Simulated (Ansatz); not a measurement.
| atom | x (Å) | y (Å) | z (Å) |
| --- | --- | --- | --- |
| As | 0.0000 | 0.0000 | -1.0502 |
| As | 0.0000 | 0.0000 | 1.0502 |

Geometry: PBE0-D3(BJ)/pcseg-1.

Method: isolated molecule in a Gaussian basis; Kohn-Sham density functional theory, functional PBE0 in Ansatz.

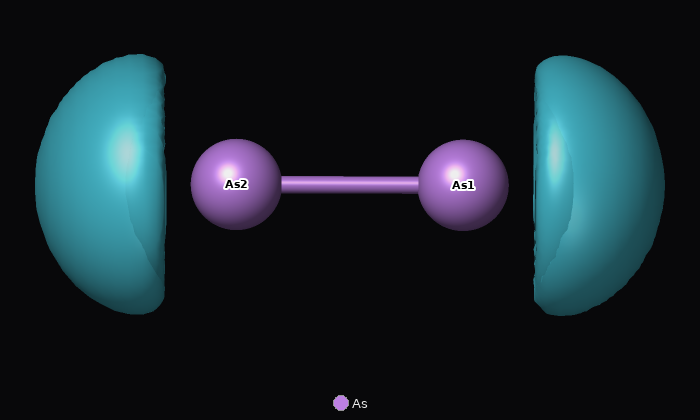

As₂ (SMILES [As]#[As]). Isosurface of the electron localisation function at 0.8 (cyan), seen from one side. Only the valence region is drawn (cores and ρ < 0.01 e/Å³ removed).

Q: Describe the localisation domains.

A: The surface consists of two lobes on As, pointing away from the bonds (lone pairs). Along the contacts the grid gives the following. As–As (2.10 Å): the ELF peaks at about 0.65 between the atoms.
